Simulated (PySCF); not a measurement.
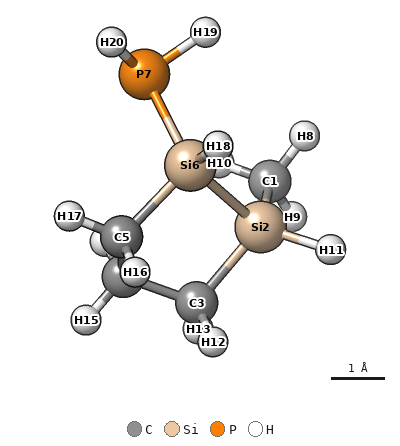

**Figure 1.** The structure as given in the input (ball-and-stick view, seen at a tilt; atoms are numbered from 1 in the order of the input).

# What a change does: NMR shielding calculation on C4H13PSi2

System: C4H13PSi2.
Method of run 1: GIAO PBE0/pcSseg-1 NMR shielding, non-relativistic, gas phase (PySCF 2.14.0).

The geometry comes from this level: PBE0-D3(BJ)/def2-SVP. Text and figures count atoms from 1; the logs count them from 0 in places.

### Input file, run 1
```
{"job": {"kind": "nmr", "xc": "PBE0", "basis": "pcSseg-1"}, "charge": 0, "multiplicity": 1}
C     -1.276810    -2.500748    -0.572364
Si    -0.933575    -1.322377     0.858346
C     -1.933867     0.297289     0.713784
C     -1.119522     1.329320    -0.081093
C      0.285982     1.521088     0.506432
Si     1.112948    -0.195042     0.630535
P      1.925177    -0.719063    -1.424247
H     -0.647035    -3.401418    -0.504095
H     -2.330892    -2.819727    -0.573002
H     -1.062807    -2.010941    -1.535179
H     -1.180367    -2.014366     2.163178
H     -2.118159     0.676882     1.734485
H     -2.923224     0.126034     0.258332
H     -1.026258     0.994152    -1.130493
H     -1.653709     2.294307    -0.121871
H      0.218721     1.942529     1.525281
H      0.881933     2.229835    -0.091014
H      2.137331    -0.272121     1.718772
H      2.428250    -1.998302    -1.034424
H      3.185764    -0.063108    -1.266821
```

The first line tells a small driver script what to run in PySCF; the rest is the geometry in Å.

Launched with:
```bash
OMP_NUM_THREADS=1 python <driver script> task.json out
```

Hardware: 1 CPU thread, shared host.

### Output (run 1)
```
coarse grid: 17280 points
cycle   1  E = -1079.8898889236  dE =  3.082e-01  |g| = 4.687e-01  |ddm| = 3.954e+00
cycle   2  E = -1079.8585570450  dE =  3.133e-02  |g| = 5.752e-01  |ddm| = 9.850e-01
cycle   3  E = -1079.9483708801  dE = -8.981e-02  |g| = 4.609e-02  |ddm| = 6.277e-01
cycle   4  E = -1079.9488481594  dE = -4.773e-04  |g| = 2.199e-02  |ddm| = 8.287e-02
cycle   5  E = -1079.9489701980  dE = -1.220e-04  |g| = 5.073e-03  |ddm| = 2.846e-02
cycle   6  E = -1079.9489773981  dE = -7.200e-06  |g| = 1.220e-03  |ddm| = 8.048e-03
final grid: 150448 points
cycle   7  E = -1079.9898329291  dE = -2.970e-05  |g| = 8.113e-03  |ddm| = 3.317e-02
cycle   8  E = -1079.9898219723  dE =  1.096e-05  |g| = 1.031e-02  |ddm| = 1.785e-02
cycle   9  E = -1079.9898502546  dE = -2.828e-05  |g| = 5.872e-04  |ddm| = 1.039e-02
cycle  10  E = -1079.9898503318  dE = -7.724e-08  |g| = 2.209e-04  |ddm| = 1.050e-03
cycle  11  E = -1079.9898503448  dE = -1.296e-08  |g| = 4.430e-05  |ddm| = 2.744e-04
cycle  12  E = -1079.9898503452  dE = -4.386e-10  |g| = 1.500e-05  |ddm| = 6.587e-05
converged SCF energy = -1079.9898503452

GIAO shielding tensors (ppm)
atom      isotropic    diamagn.    paramagn.     s11        s22        s33       span
  0 C      192.044     253.093     -61.049    184.977    192.064    199.091     14.115
  1 Si     386.016     881.322    -495.306    348.572    391.191    418.284     69.712
  2 C      167.448     252.694     -85.246    158.052    162.711    181.581     23.530
  3 C      159.713     248.003     -88.290    140.295    169.128    169.714     29.419
  4 C      167.606     252.845     -85.239    157.745    159.535    185.539     27.794
  5 Si     394.832     881.905    -487.073    360.043    391.814    432.639     72.596
  6 P      600.147     967.539    -367.393    530.206    575.712    694.522    164.316
  7 H       31.312      29.209       2.103     26.405     28.745     38.787     12.381
  8 H       30.884      28.003       2.881     25.593     27.864     39.195     13.602
  9 H       30.933      31.669      -0.736     25.902     30.654     36.243     10.341
 10 H       27.103      29.660      -2.557     23.379     24.846     33.083      9.704
 11 H       30.814      30.919      -0.106     25.740     28.226     38.475     12.735
 12 H       30.185      30.300      -0.115     25.341     27.690     37.524     12.183
 13 H       29.977      31.989      -2.013     26.669     27.898     35.363      8.694
 14 H       29.089      29.955      -0.865     22.614     27.259     37.395     14.782
 15 H       30.722      31.608      -0.886     25.711     27.977     38.480     12.769
 16 H       30.098      31.454      -1.357     25.022     27.968     37.303     12.282
 17 H       26.755      30.246      -3.491     22.519     24.680     33.064     10.545
 18 H       29.834      29.337       0.498     24.135     27.634     37.735     13.600
 19 H       29.314      28.882       0.432     23.768     26.233     37.940     14.172
```

The input of run 2 differs as follows (lines with − go, lines with + come):
```diff
-"xc": "PBE0"
+"xc": "KT3"
+"pop": false
```

Predict how the results change.

The total energies belong to different methods, so their difference says nothing on which is more stable or more accurate. The HOMO goes from −7.19 to −6.18 eV. The LUMO goes from 0.03 to −0.76 eV. The dipole moment goes from 0.68 to 0.62 D. Of all shieldings, the largest change is that of Si2, by +12.2 ppm. The functional changes from PBE0 to KT3. Exact exchange removes part of the self-interaction error of semilocal functionals, which pushes filled and empty levels apart. The SCF takes 14 iterations against 12.

### Output (run 2)
```
coarse grid: 17280 points
cycle   1  E = -1090.1905749657  dE =  2.026e-01  |g| = 6.313e-01  |ddm| = 4.036e+00
cycle   2  E = -1089.9956160807  dE =  1.950e-01  |g| = 1.024e+00  |ddm| = 1.936e+00
cycle   3  E = -1090.3011215332  dE = -3.055e-01  |g| = 1.096e-01  |ddm| = 1.369e+00
cycle   4  E = -1090.3045578021  dE = -3.436e-03  |g| = 3.858e-02  |ddm| = 2.312e-01
cycle   5  E = -1090.3049441743  dE = -3.864e-04  |g| = 1.178e-02  |ddm| = 5.682e-02
cycle   6  E = -1090.3049837823  dE = -3.961e-05  |g| = 3.191e-03  |ddm| = 2.207e-02
cycle   7  E = -1090.3049867697  dE = -2.987e-06  |g| = 8.592e-04  |ddm| = 6.479e-03
final grid: 150448 points
cycle   8  E = -1090.3633604044  dE = -2.214e-04  |g| = 1.623e-02  |ddm| = 5.246e-02
cycle   9  E = -1090.3633490601  dE =  1.134e-05  |g| = 1.212e-02  |ddm| = 2.161e-02
cycle  10  E = -1090.3633724935  dE = -2.343e-05  |g| = 5.342e-03  |ddm| = 2.014e-02
cycle  11  E = -1090.3633814535  dE = -8.960e-06  |g| = 5.089e-04  |ddm| = 7.660e-03
cycle  12  E = -1090.3633815295  dE = -7.596e-08  |g| = 1.449e-04  |ddm| = 9.815e-04
cycle  13  E = -1090.3633815355  dE = -6.003e-09  |g| = 4.168e-05  |ddm| = 2.820e-04
cycle  14  E = -1090.3633815361  dE = -5.987e-10  |g| = 1.128e-05  |ddm| = 8.915e-05
converged SCF energy = -1090.3633815361

GIAO shielding tensors (ppm)
atom      isotropic    diamagn.    paramagn.     s11        s22        s33       span
  0 C      188.678     252.288     -63.610    182.226    189.044    194.764     12.538
  1 Si     398.254     884.097    -485.843    361.197    404.591    428.975     67.778
  2 C      163.774     252.693     -88.919    154.518    158.793    178.010     23.492
  3 C      155.080     248.713     -93.633    135.597    164.158    165.484     29.887
  4 C      163.825     252.846     -89.021    153.393    156.364    181.719     28.326
  5 Si     406.511     884.591    -478.080    371.684    406.902    440.947     69.263
  6 P      595.154     969.633    -374.479    530.275    574.179    681.009    150.734
  7 H       31.312      29.419       1.893     26.641     28.955     38.339     11.698
  8 H       30.946      28.129       2.817     25.954     28.088     38.795     12.841
  9 H       30.960      32.180      -1.220     26.131     30.762     35.986      9.855
 10 H       27.263      30.010      -2.747     23.674     25.139     32.976      9.302
 11 H       30.766      31.052      -0.286     25.884     28.349     38.065     12.181
 12 H       30.124      30.395      -0.271     25.560     27.858     36.952     11.392
 13 H       29.945      32.718      -2.773     26.770     27.988     35.078      8.309
 14 H       29.028      29.769      -0.741     22.821     27.425     36.840     14.019
 15 H       30.675      31.794      -1.119     25.855     28.097     38.074     12.219
 16 H       30.022      31.677      -1.655     25.224     28.111     36.731     11.507
 17 H       26.864      30.693      -3.829     22.746     24.915     32.931     10.185
 18 H       29.925      29.750       0.176     24.424     27.925     37.427     13.002
 19 H       29.465      29.270       0.195     24.163     26.550     37.682     13.518
```

### The two runs side by side

| quantity | run 1 | run 2 |
| --- | --- | --- |
| outcome | converged | converged |
| total energy (hartree) | −1079.989850 | −1090.363382 |
| HOMO (eV) | −7.19 | −6.18 |
| LUMO (eV) | 0.03 | −0.76 |
| dipole moment (D) | 0.68 | 0.62 |
| shielding of C1 (ppm) | 192.0 | 188.7 |
| shielding of Si2 (ppm) | 386.0 | 398.3 |
| shielding of C3 (ppm) | 167.4 | 163.8 |
| shielding of C4 (ppm) | 159.7 | 155.1 |
| shielding of C5 (ppm) | 167.6 | 163.8 |
| shielding of Si6 (ppm) | 394.8 | 406.5 |
| shielding of P7 (ppm) | 600.1 | 595.2 |
| SCF iterations | 12 | 14 |
| basis functions | 205 | 205 |
| wall time (shared host) | 2.6 min | 2.4 min |
